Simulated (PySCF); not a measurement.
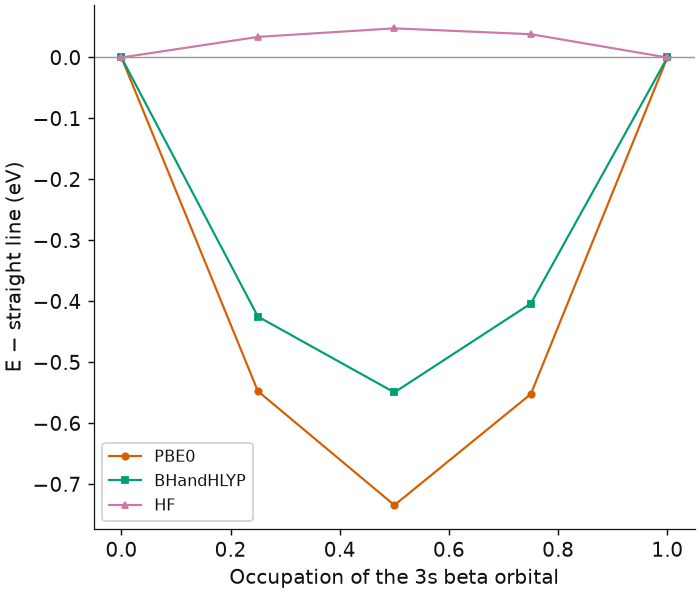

One 3s beta orbital of Al⁺ ([Ne] 3s²) is emptied in steps. The plot gives the energy less the straight line between the integer ends. PySCF, x2c-TZVPall, spin-free X2C-1e, unrestricted single determinants, no spin-orbit coupling.

What do the curves say about each method?

Answer. PBE0: convex (delocalisation error), largest departure −0.73 eV, removal energy 18.71 eV; BHandHLYP: convex (delocalisation error), largest departure −0.55 eV, removal energy 18.75 eV; HF: concave (localisation error), largest departure 0.048 eV, removal energy 17.56 eV. The measured removal energy is 18.83 eV. The exact energy is a straight line between whole electron numbers.
